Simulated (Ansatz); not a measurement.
## C2H10N2Si2: nudged elastic band (part 2 of 2)

The same run, continued: C2H10N2Si2; RKS LDA/6-31G (Ansatz 0.2.0). It belongs to a series of runs on one base structure; here: band between the two ends.

Geometry of the input (Å):
```
N  -0.9338  -2.2474  0.9170
Si -0.1831  -0.6681  1.0982
C  1.4119  -0.3107  0.0638
N  0.9677  0.2778  -1.1859
C  0.2079  1.5079  -1.0660
Si -1.3411  1.0509  0.0047
H  -1.5886  -2.4476  0.1644
H  -0.7059  -3.0359  1.5184
H  0.1179  -0.4819  2.5799
H  1.9488  -1.2585  -0.1282
H  2.0890  0.3500  0.6704
H  1.6532  0.2648  -1.9472
H  -0.1056  1.8601  -2.0655
H  0.7600  2.3467  -0.5667
H  -2.4799  0.5710  -0.8785
H  -1.8413  2.1983  0.8654
```

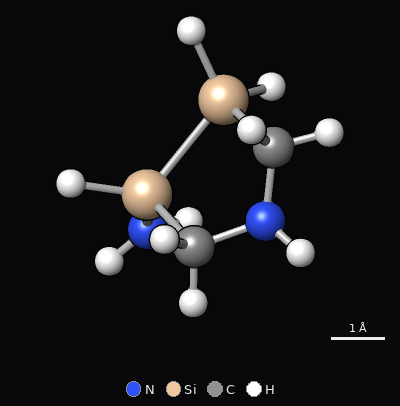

**Figure 1.** The structure as given in the input (ball-and-stick view, seen at a tilt).

```
Total energy: -20857.64471450 eV, -766.5043054386 hartree
Atom 0 at    -0.577162    -1.960598     0.590685 Å, force    -0.048087    -0.032101    -0.023591 eV/Å
Atom 1 at    -0.128343    -0.389675     1.565086 Å, force     0.012941     0.020536     0.040588 eV/Å
Atom 2 at     1.412869    -0.114910     0.390903 Å, force     0.031038     0.006488    -0.028120 eV/Å
Atom 3 at     0.817530    -0.015815    -0.932146 Å, force     0.007621    -0.007457     0.017075 eV/Å
Atom 4 at    -0.004340     1.173908    -1.132823 Å, force    -0.007640    -0.000260    -0.008184 eV/Å
Atom 5 at    -1.293999     1.275815     0.328492 Å, force    -0.003863    -0.006350    -0.004789 eV/Å
Atom 6 at    -0.206319    -1.906075    -0.382763 Å, force     0.017846     0.005232     0.001691 eV/Å
Atom 7 at    -1.499058    -2.396044     0.695157 Å, force     0.006518    -0.000987    -0.008427 eV/Å
Atom 8 at    -0.030879    -1.970994     2.008984 Å, force     0.005693     0.030319    -0.000133 eV/Å
Atom 9 at     2.060811    -1.009304     0.452391 Å, force    -0.001740     0.007522    -0.004676 eV/Å
Atom 10 at     2.007681     0.780095     0.693798 Å, force    -0.024913    -0.019703     0.001730 eV/Å
Atom 11 at     1.449271    -0.226941    -1.713012 Å, force     0.000416     0.004247     0.004907 eV/Å
Atom 12 at    -0.536327     1.114291    -2.099864 Å, force     0.004986     0.003788     0.005759 eV/Å
Atom 13 at     0.589436     2.122628    -1.122684 Å, force    -0.009584    -0.013579     0.001504 eV/Å
Atom 14 at    -2.664416     0.792782    -0.117119 Å, force     0.005625     0.003391    -0.002842 eV/Å
Atom 15 at    -1.419657     2.708137     0.819114 Å, force     0.003145    -0.001088     0.007508 eV/Å
Dipole moment:     0.154386    -0.085346    -0.484492 e Å
this run last wrote the band of iteration 16 to [file]
```

The last band as extended XYZ (Å, eV, eV/Å)
```
16
Properties=species:S:1:pos:R:3:forces:R:3 image=0 energy=-20859.77373
N    -0.9338   -2.2474    0.9170    0.0028   0.0004  -0.0037
Si   -0.1831   -0.6681    1.0982   -0.0011  -0.0064   0.0033
C     1.4119   -0.3107    0.0638   -0.0016   0.0045  -0.0009
N     0.9677    0.2778   -1.1859   -0.0011   0.0012  -0.0001
C     0.2079    1.5079   -1.0660    0.0014   0.0001  -0.0010
Si   -1.3411    1.0509    0.0047    0.0008   0.0003  -0.0002
H    -1.5886   -2.4476    0.1644    0.0024  -0.0038   0.0068
H    -0.7059   -3.0359    1.5184   -0.0058   0.0018  -0.0044
H     0.1179   -0.4819    2.5799   -0.0005   0.0025  -0.0006
H     1.9488   -1.2585   -0.1282   -0.0011   0.0002   0.0005
H     2.0890    0.3500    0.6704    0.0013  -0.0008  -0.0003
H     1.6532    0.2648   -1.9472   -0.0007   0.0006   0.0002
H    -0.1056    1.8601   -2.0655    0.0006   0.0001  -0.0003
H     0.7600    2.3467   -0.5667    0.0003   0.0006  -0.0001
H    -2.4799    0.5710   -0.8785    0.0014  -0.0010   0.0017
H    -1.8413    2.1983    0.8654    0.0010  -0.0003  -0.0009
16
Properties=species:S:1:pos:R:3:forces:R:3 image=1 energy=-20859.74499
N    -0.8207   -2.2623    0.7408   -0.0039   0.0011   0.0072
Si   -0.2035   -0.6656    1.1369    0.0010  -0.0001  -0.0047
C     1.4071   -0.2417    0.1669   -0.0022  -0.0023  -0.0060
N     0.9145    0.1793   -1.1366    0.0018   0.0031  -0.0001
C     0.1421    1.4108   -1.1390    0.0045   0.0042   0.0016
Si   -1.3145    1.1387    0.1177   -0.0019  -0.0021  -0.0046
H    -1.1021   -2.5026   -0.2071   -0.0215  -0.0080   0.0086
H    -0.9272   -2.9979    1.4334    0.0121  -0.0068   0.0115
H    -0.0511   -0.6428    2.6496    0.0022   0.0035  -0.0046
H     2.0152   -1.1595    0.0674   -0.0013  -0.0022  -0.0061
H     2.0206    0.5294    0.7029    0.0022  -0.0034   0.0013
H     1.5875    0.0943   -1.9051    0.0039   0.0071  -0.0017
H    -0.2595    1.6044   -2.1502    0.0055   0.0100  -0.0002
H     0.7231    2.3148   -0.8213    0.0024   0.0037   0.0069
H    -2.6121    0.8131   -0.5996    0.0021  -0.0025  -0.0095
H    -1.5423    2.3649    0.9876   -0.0070  -0.0054   0.0004
16
Properties=species:S:1:pos:R:3:forces:R:3 image=2 energy=-20859.70508
N    -0.6824   -2.1926    0.5635    0.0047  -0.0032  -0.0049
Si   -0.1868   -0.6446    1.2328   -0.0053  -0.0020  -0.0036
C     1.4100   -0.2084    0.2521    0.0024  -0.0026   0.0025
N     0.8542    0.0709   -1.0665    0.0017  -0.0050  -0.0071
C     0.0543    1.2849   -1.1540    0.0005   0.0131   0.0011
Si   -1.2922    1.1906    0.2537   -0.0023   0.0002  -0.0046
H    -0.5668   -2.3144   -0.4437   -0.0107  -0.0205   0.0042
H    -1.2576   -2.8795    1.0413    0.0089  -0.0124   0.0194
H    -0.0968   -0.7724    2.7429   -0.0046   0.0206   0.0016
H     2.0537   -1.1058    0.2134   -0.0029  -0.0041  -0.0085
H     1.9947    0.6339    0.7007   -0.0019  -0.0066  -0.0001
H     1.5024   -0.0695   -1.8484    0.0037   0.0096  -0.0034
H    -0.4358    1.3451   -2.1425    0.0043   0.0117  -0.0031
H     0.6450    2.2241   -1.0043    0.0024   0.0034   0.0062
H    -2.6708    0.9118   -0.3165   -0.0013   0.0057  -0.0098
H    -1.3480    2.5034    1.0195    0.0003  -0.0079   0.0101
16
Properties=species:S:1:pos:R:3:forces:R:3 image=3 energy=-20859.43563
N    -0.6640   -1.9948    0.3975   -0.1085  -0.0750  -0.2006
Si   -0.1301   -0.6210    1.3475    0.0001  -0.1965  -0.2054
C     1.4527   -0.1663    0.3493    0.0339  -0.0588  -0.0374
N     0.8573   -0.0047   -0.9680    0.0397   0.0050  -0.0249
C     0.0001    1.1610   -1.1228    0.0007   0.0123   0.0294
Si   -1.2711    1.2224    0.3737    0.0097  -0.0534   0.0304
H    -0.3820   -1.9371   -0.5840   -0.1364  -0.0145  -0.2094
H    -1.4698   -2.5617    0.6457    0.0387  -0.1742  -0.0984
H    -0.0198   -1.3007    2.6825    0.0069   0.5941   0.6118
H     2.1239   -1.0419    0.3674    0.0694  -0.0179  -0.0723
H     2.0053    0.7310    0.7181   -0.0163  -0.0357   0.0615
H     1.4661   -0.2132   -1.7630    0.0478   0.0498  -0.0313
H    -0.5550    1.1010   -2.0773   -0.0042   0.0087   0.0226
H     0.5652    2.1266   -1.1159   -0.0287   0.0152   0.0376
H    -2.6605    0.8205   -0.0892   -0.0007   0.0093   0.0046
H    -1.3415    2.6561    0.8826    0.0479  -0.0683   0.0817
16
Properties=species:S:1:pos:R:3:forces:R:3 image=4 energy=-20857.64468
N    -0.5772   -1.9606    0.5907   -0.0481  -0.0321  -0.0236
Si   -0.1283   -0.3897    1.5651    0.0129   0.0205   0.0406
C     1.4129   -0.1149    0.3909    0.0310   0.0065  -0.0281
N     0.8175   -0.0158   -0.9321    0.0076  -0.0075   0.0171
C    -0.0043    1.1739   -1.1328   -0.0076  -0.0003  -0.0082
Si   -1.2940    1.2758    0.3285   -0.0039  -0.0063  -0.0048
H    -0.2063   -1.9061   -0.3828    0.0178   0.0052   0.0017
H    -1.4991   -2.3960    0.6952    0.0065  -0.0010  -0.0084
H    -0.0309   -1.9710    2.0090    0.0057   0.0303  -0.0001
H     2.0608   -1.0093    0.4524   -0.0017   0.0075  -0.0047
H     2.0077    0.7801    0.6938   -0.0249  -0.0197   0.0017
H     1.4493   -0.2269   -1.7130    0.0004   0.0042   0.0049
H    -0.5363    1.1143   -2.0999    0.0050   0.0038   0.0058
H     0.5894    2.1226   -1.1227   -0.0096  -0.0136   0.0015
H    -2.6644    0.7928   -0.1171    0.0056   0.0034  -0.0028
H    -1.4197    2.7081    0.8191    0.0031  -0.0011   0.0075
16
Properties=species:S:1:pos:R:3:forces:R:3 image=5 energy=-20859.50579
N    -0.5327   -1.8798    0.7522    0.0294   0.0686   0.1005
Si   -0.0652   -0.2092    1.8180    0.0603   0.1703   0.2225
C     1.3886   -0.0663    0.4364   -0.0317   0.0197   0.0382
N     0.7640   -0.0867   -0.8927   -0.0505  -0.0494   0.0236
C    -0.0416    1.1221   -1.1452   -0.0198  -0.0606  -0.0226
Si   -1.2969    1.2332    0.3302    0.0064  -0.0241  -0.0154
H    -0.1366   -1.6207   -0.2147    0.0411   0.2091   0.1475
H    -1.5130   -2.1869    0.7167   -0.0214   0.1749   0.0359
H     0.0203   -2.5159    1.3429    0.0202  -0.4083  -0.4926
H     2.0636   -0.9437    0.5250   -0.0042   0.0451   0.0672
H     1.9964    0.8458    0.6375   -0.0118   0.0461  -0.0407
H     1.4309   -0.2648   -1.6617   -0.0075  -0.0456   0.0450
H    -0.5512    1.0564   -2.1220    0.0032  -0.0531  -0.0235
H     0.5810    2.0506   -1.1376    0.0016  -0.0715  -0.0216
H    -2.6776    0.7641   -0.1235   -0.0033  -0.0071  -0.0173
H    -1.4529    2.6789    0.7827   -0.0120  -0.0140  -0.0467
16
Properties=species:S:1:pos:R:3:forces:R:3 image=6 energy=-20859.77212
N    -0.5804   -1.7316    0.6450    0.0086  -0.0050   0.0004
Si    0.0538   -0.2875    1.9238    0.0035   0.0004   0.0084
C     1.4755   -0.0042    0.5136   -0.0049  -0.0012   0.0017
N     0.8270   -0.1488   -0.8023    0.0080   0.0047   0.0069
C    -0.0869    0.9651   -1.1136   -0.0006   0.0056  -0.0080
Si   -1.2405    1.1631    0.4505   -0.0056  -0.0053  -0.0021
H    -0.0686   -1.3056   -0.2742   -0.0024   0.0046  -0.0022
H    -1.6060   -1.7585    0.5631   -0.0002  -0.0004  -0.0010
H    -0.2224   -2.6548    0.9259   -0.0057   0.0036   0.0007
H     2.2567   -0.7824    0.6173   -0.0036  -0.0008   0.0004
H     1.9558    0.9886    0.6525   -0.0032   0.0000  -0.0025
H     1.4794   -0.3587   -1.5727   -0.0040   0.0004  -0.0037
H    -0.6602    0.7430   -2.0311    0.0008   0.0021   0.0005
H     0.4678    1.9179   -1.2639   -0.0009  -0.0058   0.0000
H    -2.6157    0.5894    0.0862    0.0056  -0.0004   0.0008
H    -1.4582    2.6424    0.7241    0.0046  -0.0024  -0.0005
```

Summary

```json
{"quantity": "outcome", "value": "converged"}
{"quantity": "barrier, forward", "value": "2.129 eV"}
{"quantity": "barrier, backward", "value": "2.127 eV"}
{"quantity": "wall time", "value": "2.6 min (CPU time 4.9 min)"}
{"quantity": "peak memory", "value": "0.17 GiB"}
```

Remarks

The order of the saddle point was not checked.
